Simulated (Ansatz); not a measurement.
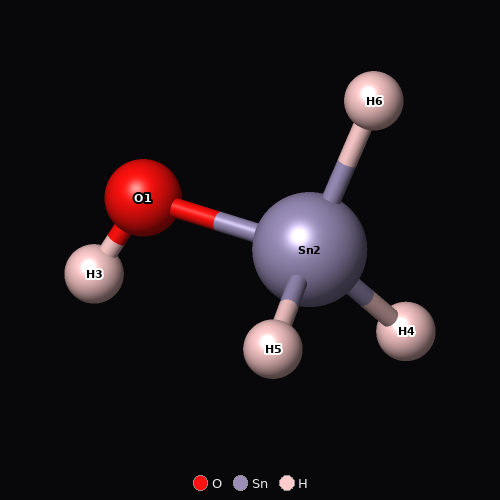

The system is H4OSn, SMILES [OH][SnH3]; the picture shows the reference structure. The first coordinate is: bond length Sn2–H5; the second: angle H6–Sn2–H5. Nothing is relaxed (all other coordinates rigid). The grid has 15 × 15 points. Points are written as (first, second). Energies are in kcal/mol, from the relaxed molecule at the same level. Theory: RKS SPW92 (LDA)/def2-TZVP (Ansatz).

Its coordinates:

```xyz
6

O     0.9110   -0.7407    0.9374
Sn   -0.2837    0.3537   -0.1781
H     1.1446   -1.5817    0.5087
H    -1.7232   -0.5301   -0.4616
H     0.5195    0.7085   -1.6486
H    -0.5261    1.7263    0.7959
```

Range: bond length Sn2–H5 from 1.507 to 2.141 Å; angle H6–Sn2–H5 from 88.0 to 138.0°.

### What will the energy surface look like?

The lowest grid point is at (1.734 Å, 113.0°), 0.07 kcal/mol from the relaxed molecule at the same level. No other kind of well shows on this grid. The highest grid point, (2.141 Å, 138.0°), lies 23.8 kcal/mol above the lowest. Round the minimum the two coordinates are weakly coupled (coupling 0.08 in units of the two stiffnesses).

| angle H6–Sn2–H5 ↓, bond length Sn2–H5 → | 1.507 | 1.553 | 1.598 | 1.643 | 1.688 | 1.734 | 1.779 | 1.824 | 1.869 | 1.915 | 1.960 | 2.005 | 2.050 | 2.096 | 2.141 |
| --- | --- | --- | --- | --- | --- | --- | --- | --- | --- | --- | --- | --- | --- | --- | --- |
| 138.0 | 14.2 | 10.8 | 8.5 | 7.2 | 6.7 | 6.9 | 7.6 | 8.7 | 10.2 | 12.1 | 14.1 | 16.4 | 18.7 | 21.3 | 23.8 |
| 134.5 | 12.6 | 9.1 | 6.8 | 5.5 | 5.0 | 5.1 | 5.8 | 6.9 | 8.4 | 10.3 | 12.3 | 14.5 | 16.9 | 19.4 | 22.0 |
| 130.9 | 11.2 | 7.7 | 5.4 | 4.0 | 3.5 | 3.6 | 4.2 | 5.4 | 6.8 | 8.7 | 10.7 | 12.9 | 15.3 | 17.8 | 20.3 |
| 127.3 | 10.1 | 6.6 | 4.2 | 2.8 | 2.2 | 2.3 | 3.0 | 4.1 | 5.5 | 7.3 | 9.3 | 11.5 | 13.9 | 16.4 | 19.0 |
| 123.8 | 9.4 | 5.7 | 3.3 | 1.9 | 1.3 | 1.4 | 2.0 | 3.1 | 4.5 | 6.3 | 8.3 | 10.5 | 12.8 | 15.3 | 17.9 |
| 120.2 | 8.8 | 5.1 | 2.7 | 1.3 | 0.6 | 0.7 | 1.2 | 2.3 | 3.7 | 5.5 | 7.5 | 9.6 | 12.0 | 14.5 | 17.0 |
| 116.6 | 8.6 | 4.8 | 2.4 | 0.9 | 0.2 | 0.2 | 0.8 | 1.8 | 3.2 | 5.0 | 6.9 | 9.1 | 11.4 | 13.9 | 16.4 |
| 113.0 | 8.6 | 4.8 | 2.3 | 0.8 | 0.1 | 0.1 | 0.6 | 1.6 | 3.0 | 4.7 | 6.6 | 8.8 | 11.1 | 13.5 | 16.1 |
| 109.5 | 8.9 | 5.1 | 2.6 | 1.0 | 0.3 | 0.2 | 0.7 | 1.7 | 3.0 | 4.7 | 6.6 | 8.8 | 11.0 | 13.5 | 16.0 |
| 105.9 | 9.5 | 5.7 | 3.1 | 1.5 | 0.7 | 0.6 | 1.1 | 2.0 | 3.3 | 5.0 | 6.9 | 9.0 | 11.3 | 13.7 | 16.1 |
| 102.3 | 10.4 | 6.5 | 3.9 | 2.3 | 1.4 | 1.3 | 1.7 | 2.6 | 3.9 | 5.6 | 7.4 | 9.5 | 11.7 | 14.1 | 16.6 |
| 98.8 | 11.6 | 7.7 | 5.0 | 3.3 | 2.5 | 2.3 | 2.7 | 3.6 | 4.8 | 6.4 | 8.3 | 10.3 | 12.5 | 14.9 | 17.3 |
| 95.2 | 13.1 | 9.1 | 6.4 | 4.7 | 3.8 | 3.6 | 3.9 | 4.8 | 6.0 | 7.6 | 9.4 | 11.4 | 13.5 | 15.9 | 18.3 |
| 91.6 | 15.0 | 11.0 | 8.2 | 6.4 | 5.5 | 5.2 | 5.5 | 6.3 | 7.5 | 9.0 | 10.8 | 12.7 | 14.9 | 17.2 | 19.5 |
| 88.0 | 17.2 | 13.1 | 10.3 | 8.5 | 7.5 | 7.2 | 7.4 | 8.2 | 9.3 | 10.8 | 12.5 | 14.4 | 16.5 | 18.8 | 21.1 |

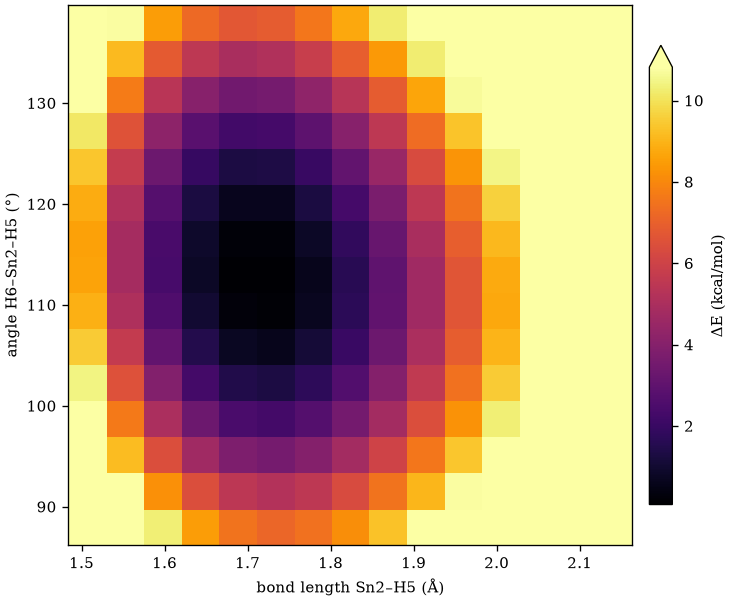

In the figure: one coloured cell a grid point, one colour for all values above the top of the scale.

Each point was launched as `ansatz run input.yaml --threads 1 --pin off --max-ram 2560MiB --backend cpu --events-out ev --progress --plain --runs-dir out`. The whole map (225 points run) took 5.3 min on 1 thread of Arm Neoverse V1, with other jobs on the host.
